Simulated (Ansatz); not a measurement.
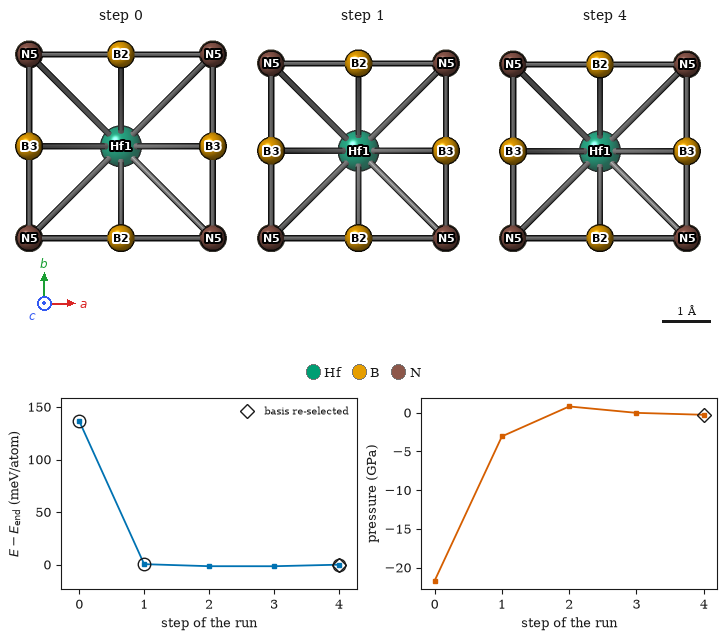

Frames of a relaxation of solid HfB₃N (a generated structure, set up in Pm-3m) (coarse preliminary run), marked on the history of the run. A ball-and-stick model of the cell of the calculation, seen along the c axis.

The calculation used DFT PBE, scalar-relativistic, plane waves, PAW in Ansatz 0.2.0. Settings: plane-wave cutoff 420 eV; k-point mesh 4 × 4 × 4; occupations gaussian; smearing width 0.1 eV; no spin polarisation; cell and atoms relaxed; force threshold 0.04 eV/Å; at most 70 steps.

Q: What happens along the run?

A: The atoms keep their places relative to the cell (all moves are under 0.005 Å). Cell: a = b = c 3.838 → 3.629 Å (−5.4 %). Volume −15.4 %. Some distances before and after: Hf–N 3.324 → 3.143 Å, B–Hf 2.714 → 2.566 Å, B–N 1.919 → 1.815 Å. The space group stays Pm-3m (No. 221). After 3 accepted moves (4 points after the start) the energy has fallen by 137 meV per atom. All forces vanish by symmetry, so only the cell relaxes. The pressure goes from −21.69 to −0.26 GPa. At 1 point the geometry stayed and the basis and grid were re-selected for the new cell (energy shift of 1.5 meV per atom at most each time). From step 0 to 1: volume −13.9 %, energy −136 meV per atom. From step 1 to 4: volume −1.8 %, energy −0.5 meV per atom.

Limits of the set-up: the k-point mesh is coarse for a cell with partly filled bands.
